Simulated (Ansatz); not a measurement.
In doubt: the elements are of a kind flagged for part-filled d or f shells, though by formal charges that shell is empty here, so the flag may not apply.

Two G0W0 runs on CeO2 (Fm-3m).

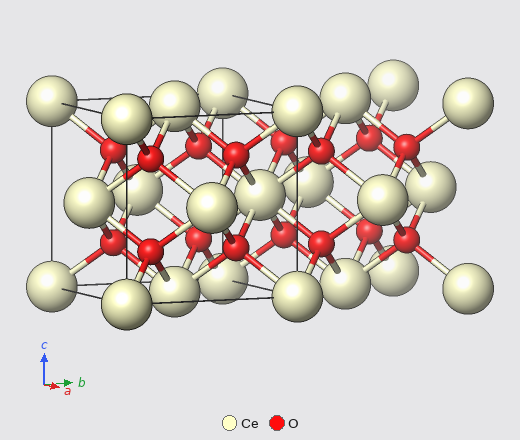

The structure (cerium light yellow, oxygen red). 1×2×1 conventional cells are drawn. Some periodic images of atoms are drawn too.

```cif
data_structure
_symmetry_space_group_name_H-M 'P 1'
_symmetry_Int_Tables_number 1
_cell_length_a 3.8235
_cell_length_b 3.8235
_cell_length_c 3.8235
_cell_angle_alpha 60.000
_cell_angle_beta 60.000
_cell_angle_gamma 60.000
_cell_volume 39.53
loop_
_atom_site_label
_atom_site_type_symbol
_atom_site_fract_x
_atom_site_fract_y
_atom_site_fract_z
_atom_site_occupancy
Ce1 Ce 0.00000 0.00000 0.00000 1
O2 O 0.25000 0.25000 0.25000 1
O3 O 0.75000 0.75000 0.75000 1
```

The cell and positions come from the Crystallography Open Database and are kept as given unless a step says otherwise. Spin-orbit coupling is left out unless a run names it.

The first (Ansatz 0.2.0; start PBE, 6×6×6 mesh, 117 empty bands, screening to 120 eV, PAW set soft_1 files; 1 × NVIDIA H100 80GB HBM3 (shared by 6 runs) with 3 threads of AMD EPYC 7R13 (Zen 3), shared host) gave, on its mesh: starting gap 2.08 eV, G0W0 gap 3.83 eV, RPA ε∞ (mean) 7.62, 18 s.

The second changes files from PAW set soft_1 to hard PAW. What does it give?

It gave: starting gap 2.09 eV, G0W0 gap 3.86 eV, RPA ε∞ (mean) 7.61, 25 s. The G0W0 gap moves by +0.03 eV, +0.01 eV from the start and +0.02 eV from the correction.

Limits: not at the basis limit; f levels unsure; no spin polarisation; f levels unsure; no spin-orbit coupling.

[Paths, hosts, dates, memory and timing lines, banners, echoed tables and standing remarks are left out of the program output.]

[Logs are printed without paths, hosts, clocks, repeated set-up lines and the standing remarks that a program may print on its own settings, such as how far it seeks lower states.]

[Runs of the session that timed out or met a known fault of the program may be left out.]

[Cells called generated may have been cut or substituted from an entry of the Crystallography Open Database or the Materials Project.]

[Hosts, paths, dates, database ids (printed as entryN), source tags and the programs' standing remarks are cut or masked in the printed files.]
